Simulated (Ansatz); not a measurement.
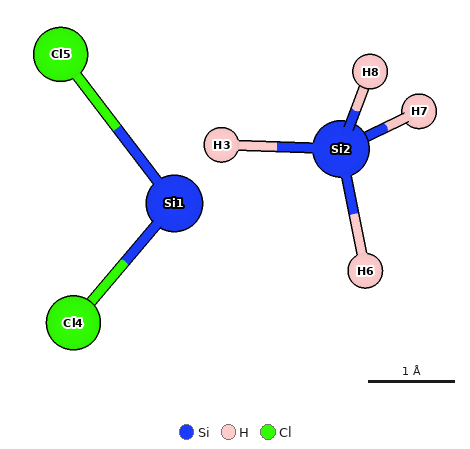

**Figure 1.** The starting structure (ball-and-stick view, seen at a tilt; atoms are numbered from 1 in the order of the input).

## Geometry relaxation of Si2H4Cl2

System: Si2H4Cl2.
Method: RKS PBE0-D4/def2-TZVP (Ansatz 0.2.0).

The geometry is a transition state displaced along its imaginary mode. The reaction was set up to form Si2–H3 and to break Si1–Si2 and Si1–H3 (atoms counted from 1 in the order of the input); sticks are drawn by distance alone. Figures and captions count atoms from 1; the log counts them from 0 in places.

## The input
```yaml
crystal:
  periodic: [false, false, false]
  atoms:
    - {symbol: Si, position_ang: [-0.322218, 1.459968, -0.220272]}
    - {symbol: Si, position_ang: [0.412466, -0.947722, -0.385769]}
    - {symbol: H, position_ang: [-0.146824, -0.276799, 0.741293]}
    - {symbol: Cl, position_ang: [-2.300672, 1.492930, 0.450710]}
    - {symbol: Cl, position_ang: [0.745854, 2.335078, 1.473968]}
    - {symbol: H, position_ang: [-0.830951, -1.330414, -1.097247]}
    - {symbol: H, position_ang: [1.503925, -0.698625, -1.405020]}
    - {symbol: H, position_ang: [0.938420, -2.034315, 0.442337]}
basis:
  gaussian: {orbitals: def2-TZVP}
hamiltonian: {xc: pbe0, dispersion: d4}
relax: {f_tol: 0.005, max_steps: 200}
```

Launch command:
```bash
ansatz run in.yaml --threads 4 --pin off --events-out ev --progress --plain --max-ram 9574MiB
```

## Output
```
Functional definition: PBE0
  name "PBE0"
  cite "Adamo & Barone, J. Chem. Phys. 110, 6158 (1999) doi:10.1063/1.478522"
  cite "Perdew, Burke & Ernzerhof, Phys. Rev. Lett. 77, 3865 (1996) doi:10.1103/PhysRevLett.77.3865"
  parent pbe
  parameter a = 0.25
  parameter kappa = 0.804
  parameter beta = 0.06672455060314922
  exchange = (1 - a)*pbe_x(kappa = kappa, mu = beta*pi^2/3) + a*exact_x
  correlation = pbe_c(beta = beta)
1248 factors; their error is unknown
mean field evaluation 1: about -40851.3614 eV, gradient 1.8e1 eV
mean field evaluation 2: about -40851.3307 eV, gradient 2.0e1 eV
mean field evaluation 4: about -40852.4004 eV, gradient 1.2e0 eV
mean field evaluation 8: about -40852.5456 eV, gradient 3.5e-2 eV
mean field -40852.54555462 eV, -1501.3033582823 hartree, gradient 4.5e-5 eV, S^2 0.000000; 0 other end points of the search recorded, 0 dependent functions left out
the calculation of the forces begins
reference -40852.54558820 eV, -1501.3033595165 hartree; 33, 33 occupied and 139, 139 virtual orbitals, 1248 factors
relax step   1: F+E_penalty+E_count = -40852.76303094 eV  Δ(F+E_penalty+E_count) = +0.000e0 eV  max|allowed force component| = 2.173e0 eV/Å  Δτ_max = 0.0000 Å  (25 SCF iters, accepted)
these checks for a lower state are left out or cut short: starts, cluster_reference, orbital_swaps, neighbouring_geometries, increment
1248 factors; their error is unknown
mean field evaluation 16: about -40852.7043 eV, gradient 6.3e0 eV
mean field -40852.98809123 eV, -1501.3196212029 hartree, gradient 1.1e-5 eV, S^2 0.000000; 0 other end points of the search recorded, 0 dependent functions left out
[... from here on the field's lines of each further geometry are left out, up to the last ...]
relax step   2: F+E_penalty+E_count = -40853.20280177 eV  Δ(F+E_penalty+E_count) = -4.398e-1 eV  max|allowed force component| = 8.740e-1 eV/Å  Δτ_max = 0.1763 Å  (29 SCF iters, accepted)
relax step   3: F+E_penalty+E_count = -40853.35169926 eV  Δ(F+E_penalty+E_count) = -1.489e-1 eV  max|allowed force component| = 5.892e-1 eV/Å  Δτ_max = 0.1942 Å  (27 SCF iters, accepted)
relax step   4: F+E_penalty+E_count = -40853.41972262 eV  Δ(F+E_penalty+E_count) = -6.802e-2 eV  max|allowed force component| = 3.889e-1 eV/Å  Δτ_max = 0.1924 Å  (29 SCF iters, accepted)
relax step   5: F+E_penalty+E_count = -40853.42393864 eV  Δ(F+E_penalty+E_count) = -4.216e-3 eV  max|allowed force component| = 5.429e-1 eV/Å  Δτ_max = 0.2000 Å  (30 SCF iters, accepted)
relax step   6: F+E_penalty+E_count = -40853.44870902 eV  Δ(F+E_penalty+E_count) = -2.477e-2 eV  max|allowed force component| = 9.234e-2 eV/Å  Δτ_max = 0.0876 Å  (29 SCF iters, accepted)
relax step   7: F+E_penalty+E_count = -40853.45116935 eV  Δ(F+E_penalty+E_count) = -2.460e-3 eV  max|allowed force component| = 4.405e-2 eV/Å  Δτ_max = 0.0457 Å  (27 SCF iters, accepted)
relax step   8: F+E_penalty+E_count = -40853.45248192 eV  Δ(F+E_penalty+E_count) = -1.313e-3 eV  max|allowed force component| = 1.310e-2 eV/Å  Δτ_max = 0.0498 Å  (27 SCF iters, accepted)
relax step   9: F+E_penalty+E_count = -40853.45260024 eV  Δ(F+E_penalty+E_count) = -1.183e-4 eV  max|allowed force component| = 1.335e-2 eV/Å  Δτ_max = 0.0127 Å  (26 SCF iters, accepted)
relax step  10: F+E_penalty+E_count = -40853.45267409 eV  Δ(F+E_penalty+E_count) = -7.385e-5 eV  max|allowed force component| = 1.522e-2 eV/Å  Δτ_max = 0.0119 Å  (26 SCF iters, accepted)
relax step  11: F+E_penalty+E_count = -40853.45271882 eV  Δ(F+E_penalty+E_count) = -4.473e-5 eV  max|allowed force component| = 4.449e-3 eV/Å  Δτ_max = 0.0101 Å  (27 SCF iters, accepted)
relax step  12: F+E_penalty+E_count = -40853.45273066 eV  Δ(F+E_penalty+E_count) = -1.183e-5 eV  max|allowed force component| = 3.856e-3 eV/Å  Δτ_max = 0.0063 Å  (24 SCF iters, accepted)
the calculation of the forces begins
reference -40853.25430642 eV, -1501.3294044305 hartree; 33, 33 occupied and 139, 139 virtual orbitals, 1248 factors
relax step  13: F+E_penalty+E_count = -40853.45273840 eV  Δ(F+E_penalty+E_count) = -7.749e-6 eV  max|allowed force component| = 4.443e-3 eV/Å  Δτ_max = 0.0086 Å  (26 SCF iters, accepted)
1248 factors; their error is unknown
mean field evaluation 96: about -40853.1131 eV, gradient 6.5e-2 eV
```

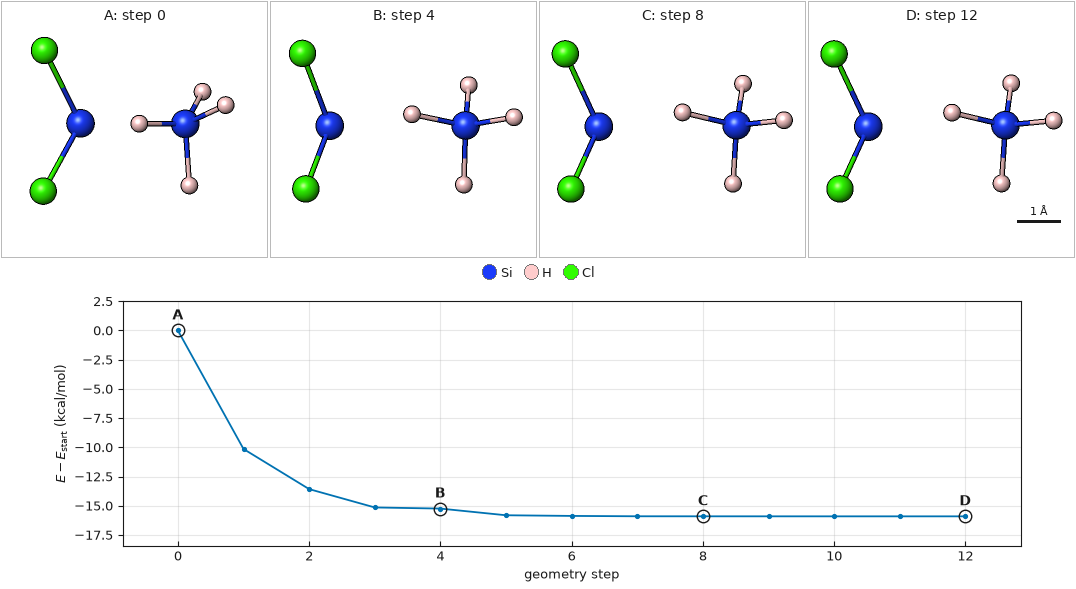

**Figure 2.** Frames of the relaxation (ball-and-stick view, seen on its broad side) above the curves, on which the letters mark them (the first geometry is step 0 here and step 1 in the log).

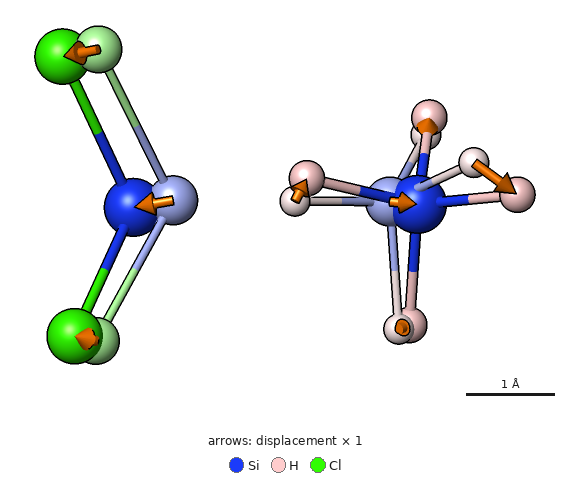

**Figure 3.** Start (faint) and end (solid) with the displacements as orange arrows, at true length (ball-and-stick view, seen on its broad side). The two geometries are laid on each other by the best rigid fit. The largest move after the best rigid fit is that of H8, 0.62 Å. By element the largest moves are H 0.62 Å, Cl 0.49 Å, Si 0.47 Å. Among the contacts that change: Si1–Cl5 2.186 → 2.083 Å, Si2–H3 1.426 → 1.498 Å, Si2–H7 1.514 → 1.482 Å, Si2–H8 1.464 → 1.485 Å. Among the angles that change: H3–Si2–H7 137.5° → 108.4°, H3–Si2–H8 92.5° → 108.0°, H3–Si2–H6 99.9° → 108.4°. The energy falls by 15.9 kcal/mol in 12 geometry steps. The largest force component goes from 2.2 to 0.0044 eV/Å. (Atoms are counted from 1 in the order of the input.)

```
mean field -40853.25427121 eV, -1501.3294031368 hartree, gradient 8.3e-5 eV, S^2 0.000000; 1 other end points of the search recorded, 0 dependent functions left out
the calculation of the forces begins
reference -40853.25430642 eV, -1501.3294044305 hartree; 33, 33 occupied and 139, 139 virtual orbitals, 1248 factors
Total energy: -40853.45277361 eV, -1501.3366979652 hartree
Atom 0 at    -0.541844     1.872004    -0.201323 Å, force    -0.002340    -0.004443    -0.000739 eV/Å
Atom 1 at     0.474414    -1.269995    -0.385326 Å, force     0.000216    -0.000665    -0.004093 eV/Å
Atom 2 at     0.156953    -0.301061     0.711961 Å, force    -0.000804     0.002220     0.001339 eV/Å
Atom 3 at    -2.386626     1.644584     0.740509 Å, force    -0.001895     0.001112    -0.000369 eV/Å
Atom 4 at     0.577744     2.775022     1.305474 Å, force     0.003709     0.003034     0.002786 eV/Å
Atom 5 at    -0.706330    -1.372741    -1.275323 Å, force     0.000859    -0.000343    -0.000060 eV/Å
Atom 6 at     1.649851    -0.762948    -1.131939 Å, force    -0.000358    -0.000918     0.000718 eV/Å
Atom 7 at     0.775837    -2.584763     0.235966 Å, force     0.000614     0.000003     0.000418 eV/Å
Dipole moment:     0.124616    -0.257936    -0.201350 e Å
```

## Trajectory as extended XYZ (Å, eV, eV/Å), 13 frames, from step=1 to step=13
```
8
Properties=species:S:1:pos:R:3:forces:R:3 step=1 energy=-40852.76303
Si   -0.3222    1.4600   -0.2203    0.1115   1.0706   1.0814
Si    0.4125   -0.9477   -0.3858    0.7310  -1.9131  -2.1728
H    -0.1468   -0.2768    0.7413   -0.3776   1.5932   1.3564
Cl   -2.3007    1.4929    0.4507    0.1607   0.0052  -0.0552
Cl    0.7459    2.3351    1.4740   -0.5342  -0.4442  -0.9260
H    -0.8310   -1.3304   -1.0972    0.0427  -0.0898  -0.0842
H     1.5039   -0.6986   -1.4050   -0.2985   0.4056   0.5842
H     0.9384   -2.0343    0.4423    0.1644  -0.6274   0.2162
8
Properties=species:S:1:pos:R:3:forces:R:3 step=2 energy=-40853.20280
Si   -0.3538    1.5079   -0.1978    0.1038   0.7864   0.0139
Si    0.4116   -1.0389   -0.3930    0.2684  -0.8740  -0.5157
H    -0.0417   -0.1535    0.7392    0.1156   0.1622   0.2014
Cl   -2.3199    1.5427    0.4822   -0.0861  -0.0592   0.1221
Cl    0.7108    2.3610    1.4283   -0.1767  -0.1289  -0.2665
H    -0.8222   -1.4050   -1.1327    0.0695   0.0876   0.0131
H     1.5104   -0.6125   -1.3243   -0.2787   0.1082   0.4428
H     0.9048   -2.2016    0.3980   -0.0158  -0.0822  -0.0111
8
Properties=species:S:1:pos:R:3:forces:R:3 step=3 energy=-40853.35170
Si   -0.3969    1.6219   -0.2340   -0.2075   0.2169  -0.0907
Si    0.4168   -1.1762   -0.3931    0.1806   0.5245   0.3971
H     0.0988   -0.1192    0.7041    0.0357  -0.5892  -0.3639
Cl   -2.3397    1.5608    0.5548    0.0261  -0.0398  -0.0044
Cl    0.6562    2.4384    1.3718    0.1127   0.1442   0.0946
H    -0.8329   -1.3844   -1.1735    0.1902  -0.0384   0.0577
H     1.5231   -0.5522   -1.1867   -0.2204  -0.3113   0.0885
H     0.8746   -2.3889    0.3567   -0.1174   0.0929  -0.1789
8
Properties=species:S:1:pos:R:3:forces:R:3 step=4 energy=-40853.41972
Si   -0.4530    1.7737   -0.1645   -0.1053   0.1740  -0.1113
Si    0.4565   -1.2405   -0.4046   -0.0659   0.2735   0.2387
H     0.0739   -0.1772    0.6344    0.1599  -0.3889  -0.1932
Cl   -2.3906    1.6574    0.6316    0.1550  -0.0191   0.0289
Cl    0.6283    2.6243    1.4125   -0.0691  -0.0522  -0.0012
H    -0.7634   -1.4742   -1.2173    0.0908  -0.0055   0.0011
H     1.5754   -0.6928   -1.2192   -0.1205  -0.0680   0.0864
H     0.8730   -2.4707    0.3271   -0.0448   0.0862  -0.0494
8
Properties=species:S:1:pos:R:3:forces:R:3 step=5 energy=-40853.42394
Si   -0.5045    1.9248   -0.2851   -0.1142  -0.0630   0.5429
Si    0.4504   -1.2359   -0.3634   -0.0305  -0.0461   0.0729
H     0.1018   -0.2751    0.7299    0.0203  -0.0154  -0.0585
Cl   -2.3430    1.5783    0.6723    0.1641   0.0960  -0.1962
Cl    0.6261    2.6159    1.3449   -0.0881   0.0137  -0.2529
H    -0.7429   -1.4085   -1.2235   -0.0063  -0.0101  -0.0419
H     1.5771   -0.6710   -1.1371    0.0576  -0.0043  -0.0514
H     0.8350   -2.5283    0.2620   -0.0028   0.0292  -0.0150
8
Properties=species:S:1:pos:R:3:forces:R:3 step=6 energy=-40853.44871
Si   -0.5136    1.8936   -0.2037    0.0427  -0.0517  -0.0923
Si    0.4586   -1.2539   -0.3833    0.0236   0.0107  -0.0655
H     0.1088   -0.2567    0.6778    0.0060  -0.0033   0.0024
Cl   -2.3733    1.6237    0.6902   -0.0428   0.0326   0.0613
Cl    0.6166    2.6828    1.3565   -0.0180   0.0381   0.0511
H    -0.7235   -1.4370   -1.2591    0.0016  -0.0041   0.0149
H     1.6025   -0.7255   -1.1658   -0.0072  -0.0151   0.0269
H     0.8238   -2.5269    0.2874   -0.0060  -0.0072   0.0012
8
Properties=species:S:1:pos:R:3:forces:R:3 step=7 energy=-40853.45117
Si   -0.5258    1.9057   -0.1968    0.0151  -0.0300  -0.0287
Si    0.4674   -1.2694   -0.3898    0.0209  -0.0110  -0.0440
H     0.1233   -0.2817    0.6796   -0.0068   0.0305   0.0092
Cl   -2.3869    1.6639    0.7070   -0.0070   0.0150   0.0233
Cl    0.5978    2.7182    1.3580   -0.0135   0.0156   0.0140
H    -0.7156   -1.4450   -1.2664    0.0071   0.0036   0.0126
H     1.6161   -0.7442   -1.1680   -0.0162  -0.0120   0.0257
H     0.8238   -2.5473    0.2765    0.0004  -0.0117  -0.0120
8
Properties=species:S:1:pos:R:3:forces:R:3 step=8 energy=-40853.45248
Si   -0.5415    1.8869   -0.1957    0.0031   0.0003   0.0087
Si    0.4758   -1.2707   -0.3901   -0.0131  -0.0046  -0.0125
H     0.1562   -0.2754    0.6834    0.0026  -0.0091   0.0044
Cl   -2.3914    1.6494    0.7353    0.0079   0.0014  -0.0004
Cl    0.5790    2.7549    1.3332   -0.0094  -0.0010  -0.0093
H    -0.7073   -1.3985   -1.2742    0.0054   0.0046   0.0029
H     1.6466   -0.7763   -1.1521    0.0019   0.0005   0.0032
H     0.7826   -2.5701    0.2602    0.0016   0.0079   0.0029
8
Properties=species:S:1:pos:R:3:forces:R:3 step=9 energy=-40853.45260
Si   -0.5437    1.8808   -0.1960    0.0014   0.0058   0.0134
Si    0.4763   -1.2708   -0.3907   -0.0007   0.0044   0.0027
H     0.1630   -0.2793    0.6882   -0.0013  -0.0059   0.0014
Cl   -2.3911    1.6455    0.7407    0.0077  -0.0016  -0.0040
Cl    0.5751    2.7641    1.3253   -0.0064  -0.0039  -0.0117
H    -0.7064   -1.3864   -1.2765    0.0015   0.0018  -0.0014
H     1.6525   -0.7802   -1.1470   -0.0030  -0.0009   0.0003
H     0.7743   -2.5738    0.2560    0.0008   0.0002  -0.0006
8
Properties=species:S:1:pos:R:3:forces:R:3 step=10 energy=-40853.45267
Si   -0.5445    1.8786   -0.1975   -0.0004   0.0045   0.0152
Si    0.4761   -1.2709   -0.3897    0.0028   0.0034   0.0073
H     0.1646   -0.2860    0.6957   -0.0016  -0.0016  -0.0009
Cl   -2.3893    1.6413    0.7436    0.0077  -0.0004  -0.0054
Cl    0.5738    2.7729    1.3175   -0.0056  -0.0050  -0.0113
H    -0.7054   -1.3776   -1.2779   -0.0008   0.0001  -0.0019
H     1.6549   -0.7797   -1.1415   -0.0022   0.0002  -0.0006
H     0.7698   -2.5786    0.2498    0.0000  -0.0012  -0.0025
8
Properties=species:S:1:pos:R:3:forces:R:3 step=11 energy=-40853.45272
Si   -0.5431    1.8745   -0.1988    0.0015   0.0010   0.0023
Si    0.4751   -1.2701   -0.3878    0.0044   0.0002   0.0006
H     0.1624   -0.2923    0.7033   -0.0006   0.0014   0.0000
Cl   -2.3862    1.6379    0.7442   -0.0030  -0.0002  -0.0007
Cl    0.5740    2.7783    1.3102    0.0012  -0.0011  -0.0023
H    -0.7051   -1.3717   -1.2783   -0.0016  -0.0002  -0.0001
H     1.6544   -0.7748   -1.1363   -0.0022   0.0004   0.0019
H     0.7684   -2.5818    0.2435    0.0002  -0.0014  -0.0016
8
Properties=species:S:1:pos:R:3:forces:R:3 step=12 energy=-40853.45273
Si   -0.5432    1.8734   -0.1991    0.0015  -0.0020  -0.0039
Si    0.4750   -1.2703   -0.3868    0.0020   0.0001  -0.0004
H     0.1612   -0.2967    0.7076   -0.0009   0.0017   0.0008
Cl   -2.3871    1.6398    0.7429    0.0002   0.0020   0.0024
Cl    0.5758    2.7791    1.3070   -0.0019  -0.0007   0.0014
H    -0.7055   -1.3705   -1.2773    0.0002  -0.0005   0.0000
H     1.6534   -0.7706   -1.1338   -0.0016  -0.0005   0.0009
H     0.7703   -2.5841    0.2394    0.0004  -0.0002  -0.0012
8
Properties=species:S:1:pos:R:3:forces:R:3 step=13 energy=-40853.45274
Si   -0.5418    1.8720   -0.2013   -0.0023  -0.0044  -0.0007
Si    0.4744   -1.2700   -0.3853    0.0002  -0.0007  -0.0041
H     0.1570   -0.3011    0.7120   -0.0008   0.0022   0.0013
Cl   -2.3866    1.6446    0.7405   -0.0019   0.0011  -0.0004
Cl    0.5777    2.7750    1.3055    0.0037   0.0030   0.0028
H    -0.7063   -1.3727   -1.2753    0.0009  -0.0003  -0.0001
H     1.6499   -0.7629   -1.1319   -0.0004  -0.0009   0.0007
H     0.7758   -2.5848    0.2360    0.0006   0.0000   0.0004
```

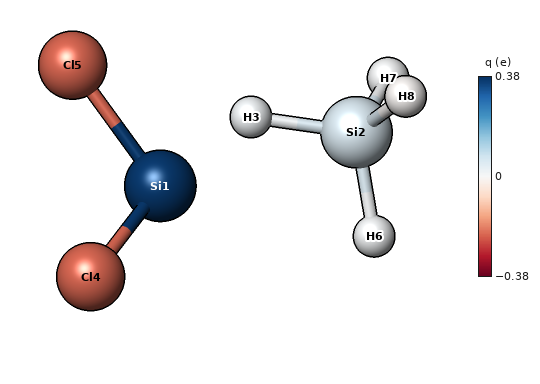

**Figure 4.** Mulliken charges, as the colour of each atom (ball-and-stick view, seen at a tilt; atoms are numbered from 1 in the order of the input; Mulliken charges depend strongly on the basis). By element: Si +0.06 to +0.36, H −0.01 to +0.01 and Cl −0.22 e.

## Summary

- outcome: converged
- total energy: −40853.4528 eV
- mean-field energy: −40853.2543 eV
- dispersion energy: −0.1985 eV
- SCF solution under orbital rotations: stable
- largest force (length of the vector) at the end: 0.006 eV/Å
- dipole moment: 1.68 D
- hardware: 4 threads of Arm Neoverse V1, 23 GiB of memory available, shared host
- wall time: 37 s (CPU time 2.3 min)
- peak memory: 0.47 GiB
